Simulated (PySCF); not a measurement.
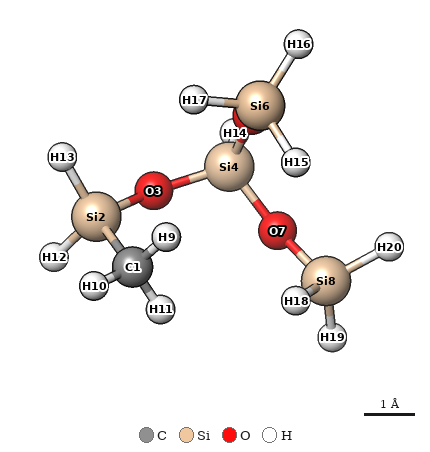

This is the input geometry for a relaxation of CH12O3Si4. Style: ball-and-stick. Shown at a tilt.

The start comes from GFN2-xTB.

All numbers below come from PBE0-D3(BJ)/def2-SVP geometry optimisation, gas phase (PySCF 2.14.0, density-fitted response routines).

```xyz
20

C     2.1048    0.5376    0.8546
Si    2.2307   -0.1174   -0.9215
O     0.7841   -0.1237   -1.6682
Si   -0.8143   -0.2678   -1.5660
O    -1.2155   -1.5003   -0.6028
Si   -1.0559   -2.1253    0.8812
O    -1.4300    1.1029   -0.9818
Si   -1.9307    1.9790    0.2836
H     1.4613   -0.0943    1.4636
H     3.0776    0.5787    1.3362
H     1.6873    1.5419    0.8703
H     3.0270    0.7637   -1.7784
H     2.7110   -1.5037   -0.9386
H    -1.3603   -0.5206   -2.8750
H    -1.3340   -1.1025    1.8942
H    -2.0544   -3.1906    0.8855
H     0.3114   -2.6300    1.0330
H    -0.9740    1.8812    1.3899
H    -1.9928    3.3342   -0.2596
H    -3.2383    1.4679    0.6969
```

### Where does the relaxation end?

The atom that moves furthest after the best rigid fit is O7 (0.37 Å). Largest moves by element: O 0.37 Å, H 0.36 Å, C 0.18 Å, Si 0.15 Å. Some distances before and after: O5–Si6 1.618 → 1.661 Å, Si2–O3 1.628 → 1.668 Å, Si4–O5 1.615 → 1.650 Å, Si4–H14 1.441 → 1.472 Å. Bond angles that change, for instance: O5–Si6–H16 102.5° → 108.7°, Si4–O7–Si8 149.5° → 143.5°, O3–Si2–H12 102.5° → 107.9°. Groups turn about O7–Si8 by about 45°, Si4–O7 by about 35°, O3–Si4 by about 25°. The energy falls by 8.55 kcal/mol in 40 geometry steps. The run took roughly 30 core-minutes on a shared host.

Step by step:

| step | E − E(0), kcal/mol |
| --- | --- |
| 0 | 0.00 |
| 1 | -7.99 |
| 2 | -8.10 |
| 3 | -8.14 |
| 4 | -8.17 |
| 5 | -8.19 |
| 6 | -8.20 |
| 7 | -8.21 |
| 8 | -8.22 |
| 9 | -8.24 |
| 10 | -8.26 |
| 12 | -8.26 |
| 13 | -8.28 |
| 15 | -8.30 |
| 16 | -8.32 |
| 18 | -8.35 |
| 19 | -8.37 |
| 21 | -8.35 |
| 23 | -8.37 |
| 24 | -8.39 |
| 26 | -8.41 |
| 27 | -8.41 |
| 29 | -8.42 |
| 31 | -8.44 |
| 32 | -8.45 |
| 34 | -8.48 |
| 35 | -8.51 |
| 37 | -8.53 |
| 38 | -8.52 |
| 40 | -8.55 |

The structure at the end:

```xyz
20

C     2.0762    0.6507    0.7188
Si    2.3081   -0.2449   -0.9051
O     0.8552   -0.3715   -1.7142
Si   -0.7676   -0.2064   -1.5827
O    -1.3887   -1.3997   -0.6275
Si   -1.1465   -2.1649    0.8261
O    -1.1070    1.2506   -0.8907
Si   -1.9236    1.9759    0.3601
H     1.3954    0.1014    1.3880
H     3.0407    0.7633    1.2390
H     1.6560    1.6541    0.5516
H     3.2596    0.4966   -1.7831
H     2.8356   -1.6227   -0.6731
H    -1.3795   -0.2970   -2.9186
H    -1.3946   -1.2082    1.9485
H    -2.0917   -3.3099    0.9264
H     0.2611   -2.6573    0.9239
H    -1.0487    2.0256    1.5695
H    -2.2808    3.3629   -0.0490
H    -3.1643    1.2121    0.6890
```

The end point in the same view:

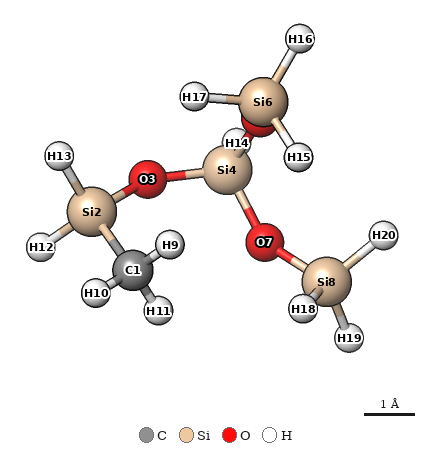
